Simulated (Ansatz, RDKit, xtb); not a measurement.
**C4H4F3NO: ranking a sample of isomers, part 1 of 2**

Which of a sample of isomers of C4H4F3NO is the most stable in the gas at 298.15 K, and what are its properties? The sample is small against all isomers, and the most stable one of this formula need not be in it.

The funnel: GFN2-xTB relaxations, single points with a density functional, relaxations at B3LYP-D3(BJ)/def2-SVP, harmonic vibrations (at GFN2-xTB), and a last energy at a higher level. All values are calculated.

## Step 1: Possible bonding patterns

Isomers were taken from a list of plausible structures; this is a sample, not all of them. That gives 14 candidates.

```
label                 SMILES     spin
 c001      O=CN/C=C\C(F)(F)F  singlet
 c002   CO[C@H](C#N)C(F)(F)F  singlet
 c235      O=C/C=N\CC(F)(F)F  singlet
 c256      C=N/C(F)=C\OC(F)F  singlet
 c345  CO[C@]1(C(F)(F)F)C=N1  singlet
 c361         N#CCCOC(F)(F)F  singlet
 c390      C=C(C=N)OC(F)(F)F  singlet
 c409   C[C@H](C#N)OC(F)(F)F  singlet
 c492      O=C/N=C/CC(F)(F)F  singlet
 c562  O=CN1C[C@@H]1C(F)(F)F  singlet
 c568    NC(=O)/C=C\C(F)(F)F  singlet
 c615        O=CNCC(F)=C(F)F  singlet
 c763   N#C[C@H](CO)C(F)(F)F  singlet
 c917    C[C@](F)(C#N)OC(F)F  singlet
```

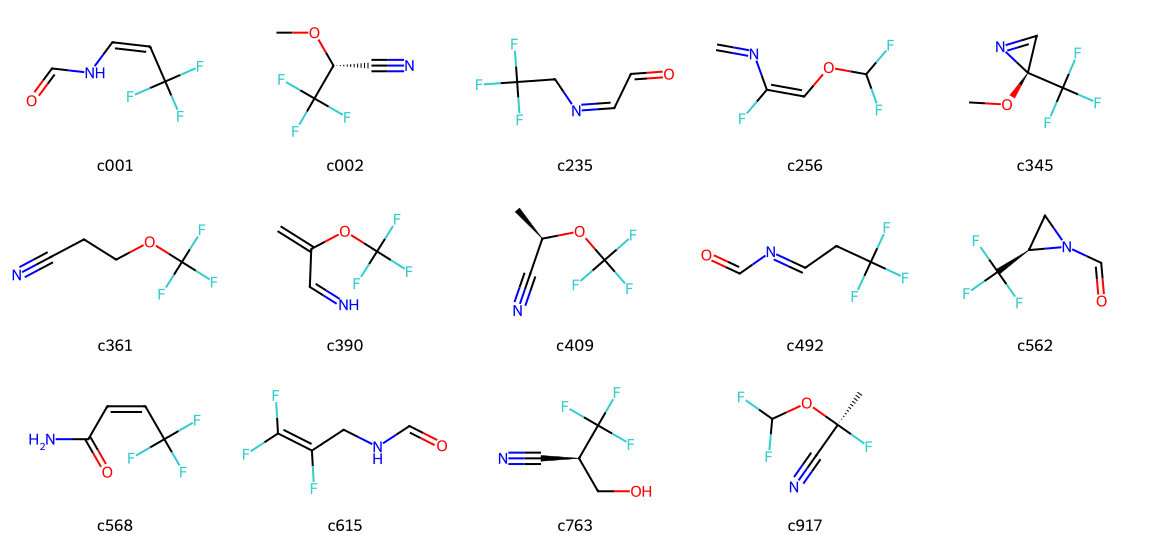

Structural formulas of the candidates.

Candidates are built by distance geometry, with a force field where one applies, in up to four conformers (letters a to d).

## Step 2: Cheap relaxation of all starts

All 31 starts are relaxed the same way. One of them, c562a (taken from a list of plausible isomers, embedded by distance geometry and MMFF94), in full:

File start.xyz:

```xyz
13
c562a
C     -1.683919     0.738082    -1.017820
C     -1.436538     1.068720     1.405497
C     -0.645034    -0.070243     1.027278
C      0.744904    -0.046284     0.563305
F      1.595810    -0.585207     1.542818
F      0.920745    -0.688429    -0.556984
F      1.183182     1.246969     0.439330
N     -1.809673     0.267272     0.243444
O     -0.882939     1.497089    -1.430873
H     -2.485940     0.307216    -1.650782
H     -2.159376     1.045389     2.217612
H     -1.095408     2.063981     1.178685
H     -0.793389    -1.033204     1.578591
```

The run is started by

```
xtb start.xyz --gfn 2 --opt
```

The program printed, cut to the lines that bear on the results:

```text
* xtb version 6.7.1
[...]
          :  # basis functions                  40          :
[...]
          :  # electrons                        52          :
[...]
          :  Hamiltonian                  GFN2-xTB          :
[...]
          :  net charge                          0          :
          :  unpaired electrons                  0          :
[...]
   *** convergence criteria satisfied after 11 iterations ***
[...]
   *** GEOMETRY OPTIMIZATION CONVERGED AFTER 33 ITERATIONS ***
[...]
   *** convergence criteria satisfied after 3 iterations ***
[...]
         ::                     SUMMARY                     ::
         :::::::::::::::::::::::::::::::::::::::::::::::::::::
         :: total energy             -31.766385678671 Eh    ::
         :: gradient norm              0.000852456942 Eh/a0 ::
         :: HOMO-LUMO gap              4.710593180086 eV    ::
         ::.................................................::
         :: SCC energy               -31.987882141092 Eh    ::
         :: -> isotropic ES            0.071220105410 Eh    ::
         :: -> anisotropic ES          0.003747273506 Eh    ::
         :: -> anisotropic XC         -0.013956059119 Eh    ::
         :: -> dispersion             -0.008517187572 Eh    ::
         :: repulsion energy           0.221496462421 Eh    ::
         :: add. restraining           0.000000000000 Eh    ::
         :: total charge              -0.000000000000 e     ::
         :::::::::::::::::::::::::::::::::::::::::::::::::::::
[...]
        26        2.0000           -0.4273012             -11.6275 (HOMO)
        27                         -0.2541901              -6.9169 (LUMO)
[...]
     #   Z          covCN         q      C6AA      α(0)
     1   6          2.690     0.258    22.648     7.788
     2   6          3.738     0.005    20.581     6.473
     3   6          3.792     0.015    20.336     6.422
     4   6          3.329     0.483    17.424     6.626
     5   9          0.791    -0.196    11.196     3.953
     6   9          0.791    -0.198    11.212     3.955
     7   9          0.790    -0.193    11.159     3.946
     8   7          2.730    -0.109    23.391     7.183
     9   8          0.858    -0.350    20.702     6.100
    10   1          0.922     0.028     2.617     2.530
    11   1          0.925     0.087     1.911     2.162
    12   1          0.925     0.082     1.954     2.186
    13   1          0.925     0.088     1.896     2.153
[...]
     #   Z sym  total        # sym  WBO       # sym  WBO       # sym  WBO
 ---------------------------------------------------------------------------
     1   6      3.946 --     9      1.798     8      1.188    10      0.916
     2   6      3.919 --    11      0.968    12      0.967     8      0.965
                             3      0.956
     3   6      3.925 --     8      0.966     2      0.956    13      0.955
                             4      0.945
     4   6      3.842 --     7      0.959     5      0.952     6      0.950
                             3      0.945
     5   9      1.079 --     4      0.952
     6   9      1.079 --     4      0.950
     7   9      1.087 --     4      0.959
     8   7      3.363 --     1      1.188     3      0.966     2      0.965
                             9      0.189
     9   8      2.086 --     1      1.798     8      0.189
[...]
molecular dipole:
                 x           y           z       tot (Debye)
 q only:       -0.476      -0.582       1.196
   full:       -0.335      -0.765       1.213       3.743
molecular quadrupole (traceless):
[...]
          | TOTAL ENERGY              -31.766385678671 Eh   |
          | GRADIENT NORM               0.000852456942 Eh/α |
          | HOMO-LUMO GAP               4.710593180086 eV   |
           -------------------------------------------------
[...]
```

Wall time 0.16 s (4 threads of Arm Neoverse V1, shared host).

## Step 3: Distinct minima at GFN2-xTB

31 of the 31 relaxations converged; 1 ended on a minimum already found. 30 distinct structures remain, the lowest 22 here:

```
label  start           SMILES after     spin  energy (kcal/mol)
c001a  drawn      O=CN/C=C\C(F)(F)F  singlet                0.0
c361c  drawn         N#CCCOC(F)(F)F  singlet                5.3
c361a  drawn         N#CCCOC(F)(F)F  singlet                5.4
c361b  drawn         N#CCCOC(F)(F)F  singlet                6.0
c361d  drawn         N#CCCOC(F)(F)F  singlet                6.0
c568a  drawn    NC(=O)/C=C\C(F)(F)F  singlet                6.4
c562a  drawn  O=CN1C[C@@H]1C(F)(F)F  singlet                7.9
c409a  drawn   C[C@H](C#N)OC(F)(F)F  singlet                7.9
c492a  drawn      O=C/N=C/CC(F)(F)F  singlet                8.5
c568b  drawn    NC(=O)/C=C\C(F)(F)F  singlet                8.7
c492b  drawn      O=C/N=C/CC(F)(F)F  singlet                9.6
c615b  drawn        O=CNCC(F)=C(F)F  singlet               16.6
c615a  drawn        O=CNCC(F)=C(F)F  singlet               16.6
c390b  drawn      C=C(C=N)OC(F)(F)F  singlet               17.5
c917a  drawn    C[C@](F)(C#N)OC(F)F  singlet               17.9
c390d  drawn      C=C(C=N)OC(F)(F)F  singlet               18.4
c917b  drawn    C[C@](F)(C#N)OC(F)F  singlet               18.5
c763c  drawn   N#C[C@H](CO)C(F)(F)F  singlet               20.2
c763a  drawn   N#C[C@H](CO)C(F)(F)F  singlet               20.7
c390c  drawn      C=C(C=N)OC(F)(F)F  singlet               21.0
c763b  drawn   N#C[C@H](CO)C(F)(F)F  singlet               21.0
c256a  drawn      C=N/C(F)=C\OC(F)F  singlet               21.4
```

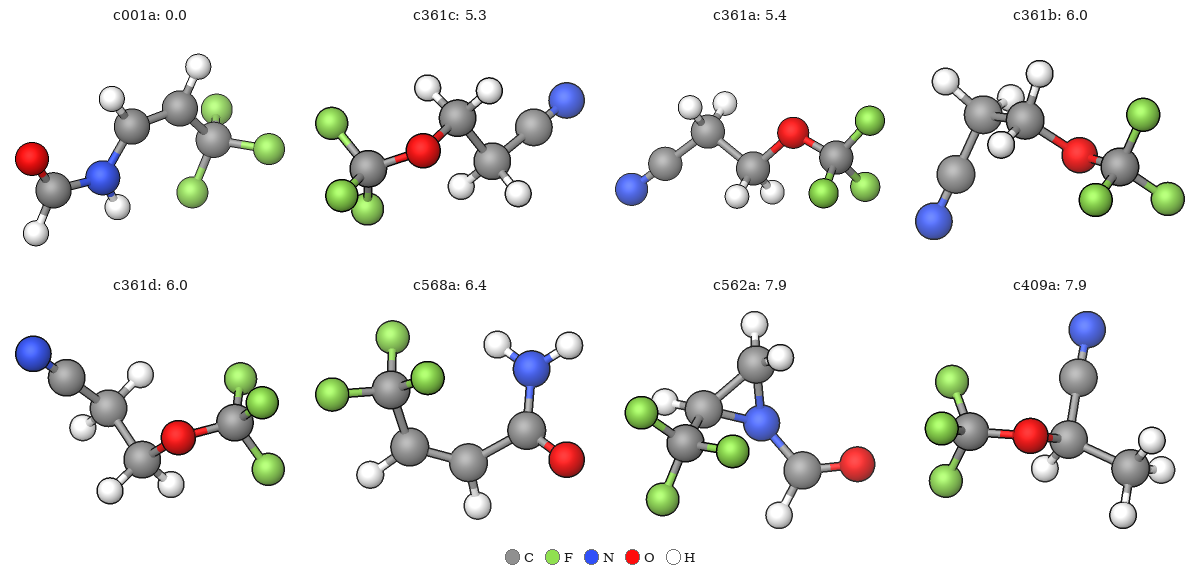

The 8 lowest minima that did not fall apart, with their GFN2-xTB energies in kcal/mol.

## Step 4: Second filter: single points

A choice of the minima (the low ones first, few conformers of a pattern, up to a cap) and the lowest that fell apart get a single point at r2SCAN-D4/def2-SVP on the tight-binding geometry, and one at HF/STO-3G for comparison. The lowest singlets are also tried as triplets at the same geometry (label ending in t). Within 30 kcal/mol but not screened, among others: c361b, c361d, c763a, c390c, c763b, c256a, c390a, c256b, c235b, c235a and 2 more. The first, c001a:

File input.yaml:

```yaml
crystal:
  periodic: [false, false, false]
  atoms:
    - {symbol: C, position_ang: [-0.603400, -1.911011, 1.260564]}
    - {symbol: C, position_ang: [0.110423, 0.296157, 0.676847]}
    - {symbol: C, position_ang: [0.003023, 1.544538, 0.221247]}
    - {symbol: C, position_ang: [-1.217493, 2.213304, -0.312628]}
    - {symbol: F, position_ang: [-2.323773, 1.442580, -0.322899]}
    - {symbol: F, position_ang: [-1.048448, 2.629621, -1.581435]}
    - {symbol: F, position_ang: [-1.540792, 3.310343, 0.396268]}
    - {symbol: "N", position_ang: [-0.867018, -0.661816, 0.761724]}
    - {symbol: O, position_ang: [0.465670, -2.279167, 1.656921]}
    - {symbol: H, position_ang: [-1.504992, -2.545594, 1.253664]}
    - {symbol: H, position_ang: [-1.803732, -0.445315, 0.451977]}
    - {symbol: H, position_ang: [1.067596, -0.058925, 1.037763]}
    - {symbol: H, position_ang: [0.863226, 2.192843, 0.213658]}
basis:
  gaussian:
    orbitals: def2-SVP
hamiltonian:
  xc: r2scan
  dispersion: d4
scf:
  lower_state_search: "off"
```

The run is started by

```
ansatz run input.yaml --threads 4 --pin off --max-ram 7830MiB --events-out events.jsonl --progress --plain --runs-dir runs
```

The program printed, cut to the lines that bear on the results:

```text
Warning: RAYON_NUM_THREADS=4 ignored (pool sized by the plan → 4); use --threads N
Functional definition: r2SCAN
  name "r2SCAN"
[...]
1623 factors; their error is unknown
[...]
mean field -15881.18929009 eV, -583.6229417540 hartree, gradient 7.4e-6 eV, S^2 0.000000; 0 other end points of the search recorded, 0 dependent functions left out
reference -15881.18929769 eV, -583.6229420335 hartree; 35, 35 occupied and 111, 111 virtual orbitals, 1623 factors
Total energy: -15881.26491227 eV, -583.6257208179 hartree
Checks for a lower state left out: stability, starts, cluster_reference, orbital_swaps, neighbouring_geometries, increment
```

It took 1.8 s on 4 threads of Arm Neoverse V1, shared host; peak memory 0.19 GiB.

Relative energies in kcal/mol, each column from its lowest structure that stays in one piece:

```
 label                 SMILES     spin  GFN2-xTB  HF/STO-3G  r2SCAN-D4/def2-SVP
 c001a      O=CN/C=C\C(F)(F)F  singlet       0.0       33.7                 0.0
 c568a    NC(=O)/C=C\C(F)(F)F  singlet       6.4       40.4                 1.2
 c568b    NC(=O)/C=C\C(F)(F)F  singlet       8.7       39.2                 3.4
 c361a         N#CCCOC(F)(F)F  singlet       5.4        0.0                12.1
 c361c         N#CCCOC(F)(F)F  singlet       5.3        1.0                12.1
 c409a   C[C@H](C#N)OC(F)(F)F  singlet       7.9        2.0                14.6
 c492a      O=C/N=C/CC(F)(F)F  singlet       8.5       42.4                14.8
 c492b      O=C/N=C/CC(F)(F)F  singlet       9.6       43.0                16.2
 c763c   N#C[C@H](CO)C(F)(F)F  singlet      20.2       14.8                18.6
 c562a  O=CN1C[C@@H]1C(F)(F)F  singlet       7.9       46.8                24.0
 c917a    C[C@](F)(C#N)OC(F)F  singlet      17.9       11.7                24.9
 c390b      C=C(C=N)OC(F)(F)F  singlet      17.5       43.8                25.9
 c917b    C[C@](F)(C#N)OC(F)F  singlet      18.5       12.9                26.4
 c390d      C=C(C=N)OC(F)(F)F  singlet      18.4       45.0                27.2
 c615b        O=CNCC(F)=C(F)F  singlet      16.6       47.8                29.4
 c615a        O=CNCC(F)=C(F)F  singlet      16.6       47.9                29.5
c001at      O=CN/C=C\C(F)(F)F  triplet         –          –                85.9
c568at    NC(=O)/C=C\C(F)(F)F  triplet         –          –                88.5
```

Measured from c001a, GFN2-xTB misplaces c562a by 16 kcal/mol against r2SCAN-D4/def2-SVP, so minima dropped on its energies alone could hide the lowest isomer.

## Step 5: Refinement at B3LYP-D3(BJ)/def2-SVP

6 candidates are relaxed at B3LYP-D3(BJ)/def2-SVP (chosen among the lowest in one piece, one conformer a pattern). The first, c001a:

input.yaml, as its differences from that of step 4:

```diff
@@ -10,3 +10,3 @@
     - {symbol: F, position_ang: [-1.540792, 3.310343, 0.396268]}
-    - {symbol: "N", position_ang: [-0.867018, -0.661816, 0.761724]}
+    - {symbol: N, position_ang: [-0.867018, -0.661816, 0.761724]}
     - {symbol: O, position_ang: [0.465670, -2.279167, 1.656921]}
@@ -17,8 +17,6 @@
 basis:
-  gaussian:
-    orbitals: def2-SVP
-hamiltonian:
-  xc: r2scan
-  dispersion: d4
-scf:
-  lower_state_search: "off"
+  gaussian: {orbitals: def2-SVP}
+total_charge: 0
+hamiltonian: {xc: {name: B3LYP}, dispersion: d3bj}
+scf: {lower_state_search: "off"}
+relax: {f_tol: 0.006}
```

The run is started by

```
ansatz run input.yaml --threads 4 --pin off --max-ram 7830MiB --events-out events.jsonl --progress --plain --runs-dir runs
```

The program printed, cut to the lines that bear on the results:

```text
Warning: RAYON_NUM_THREADS=4 ignored (pool sized by the plan → 4); use --threads N
[...]
Functional definition: B3LYP
  name "B3LYP"
[...]
1612 factors; integrals over basis functions are off by at most 3.9e-4 eV
[...]
mean field -15888.72416395 eV, -583.8998432612 hartree, gradient 6.4e-6 eV, S^2 0.000000; 0 other end points of the search recorded, 0 dependent functions left out
[...]
reference -15888.72438062 eV, -583.8998512234 hartree; 35, 35 occupied and 111, 111 virtual orbitals, 1612 factors
relax step   1: F+E_penalty+E_count = -15889.19281855 eV  Δ(F+E_penalty+E_count) = +0.000e0 eV  max|allowed force component| = 7.474e-1 eV/Å  Δτ_max = 0.0000 Å  (17 SCF iters, accepted)
[...]
relax step   6: F+E_penalty+E_count = -15889.22931059 eV  Δ(F+E_penalty+E_count) = -5.539e-5 eV  max|allowed force component| = 6.556e-3 eV/Å  Δτ_max = 0.0020 Å  (14 SCF iters, accepted)
[...]
Atom 4 at    -2.308985     1.406396    -0.307618 Å, force     0.000845     0.000149     0.000128 eV/Å
Atom 5 at    -1.058451     2.631717    -1.589664 Å, force    -0.000099    -0.000056    -0.000030 eV/Å
Atom 6 at    -1.553482     3.315586     0.394615 Å, force    -0.000202     0.000064     0.000043 eV/Å
Atom 7 at    -0.864247    -0.659084     0.763559 Å, force     0.000457    -0.000768     0.000381 eV/Å
Atom 8 at     0.460421    -2.304301     1.660822 Å, force     0.000036    -0.000010    -0.000035 eV/Å
Atom 9 at    -1.528169    -2.559190     1.251811 Å, force     0.000233    -0.000151     0.000161 eV/Å
Atom 10 at    -1.803706    -0.436474     0.452332 Å, force    -0.000518     0.000764    -0.000402 eV/Å
Atom 11 at     1.084374    -0.050089     1.040542 Å, force    -0.000301    -0.000014    -0.000024 eV/Å
Atom 12 at     0.886024     2.206398     0.214294 Å, force    -0.000125    -0.000127    -0.000060 eV/Å
Dipole moment:    -0.216206    -0.047700    -0.037603 e Å
Checks for a lower state left out: stability, starts, cluster_reference, orbital_swaps, neighbouring_geometries, increment
```

Run time: 17 s. Hardware: 4 threads of Arm Neoverse V1, shared host; peak memory 0.39 GiB.

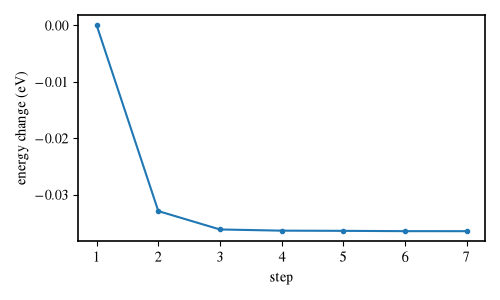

Energy along the run, all evaluated steps.

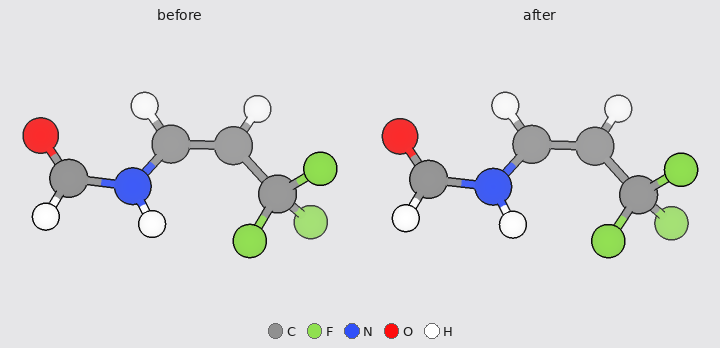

Before and after, at one scale.

After the run. Bond lengths: C2–C3 1.345 Å, C3–C4 1.490 Å, C4–F5 1.361 Å, C4–F6 1.344 Å, C4–F7 1.344 Å, C1–N8 1.382 Å, C2–N8 1.382 Å, C1–O9 1.207 Å, C1–H10 1.115 Å, N8–H11 1.014 Å, C2–H12 1.093 Å, C3–H13 1.091 Å. Some angles: C2–C3–C4 127.4°, C3–C2–N8 128.0°, C3–C4–F5 112.8°, C3–C4–F6 111.8°, C3–C4–F7 111.8°, F5–C4–F6 106.7°, F5–C4–F7 106.7°, F6–C4–F7 106.6°, C1–N8–C2 122.3°, N8–C1–O9 124.8°.

## Step 6: The relaxed candidates

```
label     spin  r2SCAN-D4/def2-SVP (kcal/mol)  B3LYP-D3(BJ)/def2-SVP, relaxed (kcal/mol)  time
c001a  singlet                            0.0                                        0.0  17 s
c568a  singlet                            1.2                                        1.6  31 s
c361a  singlet                           12.1                                       10.3  17 s
c492a  singlet                           14.8                                       12.1  50 s
c409a  singlet                           14.6                                       12.8  26 s
c763c  singlet                           18.6                                       17.0  25 s
```

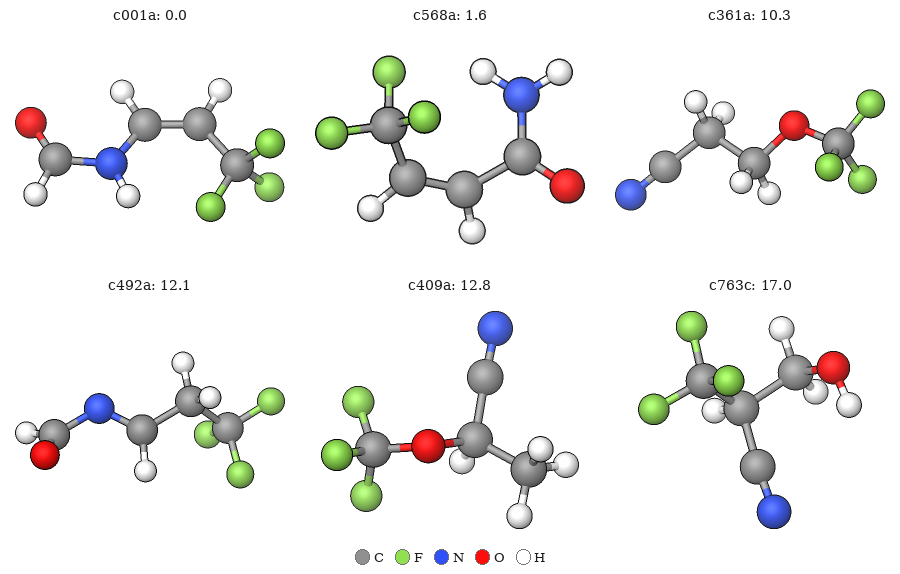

The relaxed structures, with energies at B3LYP-D3(BJ)/def2-SVP in kcal/mol.

## Step 7: Are they minima? Harmonic frequencies

The lowest few in one piece go on as finalists (c492a, c409a, c763c drop out). In this search the thermal terms come from GFN2-xTB at its own nearest minimum. The first, c001a:

File start.xyz:

```xyz
13
c001a
C     -0.612642    -1.923107     1.261548
C      0.118771     0.308376     0.676028
C      0.002684     1.566143     0.214093
C     -1.222302     2.225188    -0.318692
F     -2.308985     1.406396    -0.307618
F     -1.058451     2.631717    -1.589664
F     -1.553482     3.315586     0.394615
N     -0.864247    -0.659084     0.763559
O      0.460421    -2.304301     1.660822
H     -1.528169    -2.559190     1.251811
H     -1.803706    -0.436474     0.452332
H      1.084374    -0.050089     1.040542
H      0.886024     2.206398     0.214294
```

The run is started by

```
xtb start.xyz --gfn 2 --ohess tight
```

The program printed, cut to the lines that bear on the results:

```text
* xtb version 6.7.1
[...]
          :  # basis functions                  40          :
[...]
          :  # electrons                        52          :
[...]
          :  Hamiltonian                  GFN2-xTB          :
[...]
          :  net charge                          0          :
          :  unpaired electrons                  0          :
[...]
   *** convergence criteria satisfied after 11 iterations ***
[...]
   *** GEOMETRY OPTIMIZATION CONVERGED AFTER 6 ITERATIONS ***
[...]
   *** convergence criteria satisfied after 3 iterations ***
[...]
         ::                     SUMMARY                     ::
         :::::::::::::::::::::::::::::::::::::::::::::::::::::
         :: total energy             -31.778896806828 Eh    ::
         :: gradient norm              0.000170007479 Eh/a0 ::
         :: HOMO-LUMO gap              4.085751340151 eV    ::
         ::.................................................::
         :: SCC energy               -32.025471463917 Eh    ::
         :: -> isotropic ES            0.071624626161 Eh    ::
         :: -> anisotropic ES          0.001344933134 Eh    ::
         :: -> anisotropic XC         -0.013574807769 Eh    ::
         :: -> dispersion             -0.007985488763 Eh    ::
         :: repulsion energy           0.246574657089 Eh    ::
         :: add. restraining           0.000000000000 Eh    ::
         :: total charge              -0.000000000000 e     ::
         :::::::::::::::::::::::::::::::::::::::::::::::::::::
[...]
        26        2.0000           -0.4361460             -11.8681 (HOMO)
        27                         -0.2859974              -7.7824 (LUMO)
[...]
molecular dipole:
                 x           y           z       tot (Debye)
 q only:        0.036      -0.364       0.134
   full:       -0.243      -0.322       0.050       1.033
molecular quadrupole (traceless):
[...]
          | TOTAL ENERGY              -31.778896806827 Eh   |
          | TOTAL ENTHALPY            -31.689355465237 Eh   |
          | TOTAL FREE ENERGY         -31.731410560441 Eh   |
          | GRADIENT NORM               0.000170088021 Eh/α |
[...]
```

Wall time 0.16 s (4 threads of Arm Neoverse V1, shared host).

## Step 8: Zero-point energy and free-energy terms

As xtb prints them, at 298.15 K, with its own treatment of low modes:

```
label               SMILES     spin  lowest mode (cm⁻¹)  zero-point (kcal/mol)  G − E (kcal/mol)
c001a    O=CN/C=C\C(F)(F)F  singlet                 21i                   50.6              29.8
c568a  NC(=O)/C=C\C(F)(F)F  singlet                  53                   50.4              28.8
c361a       N#CCCOC(F)(F)F  singlet                  42                   50.7              28.7
```

c001a keeps an imaginary mode, a small one that points to a nearly free motion; the harmonic terms are rough for it.

(Continued in part 2 of 2.)
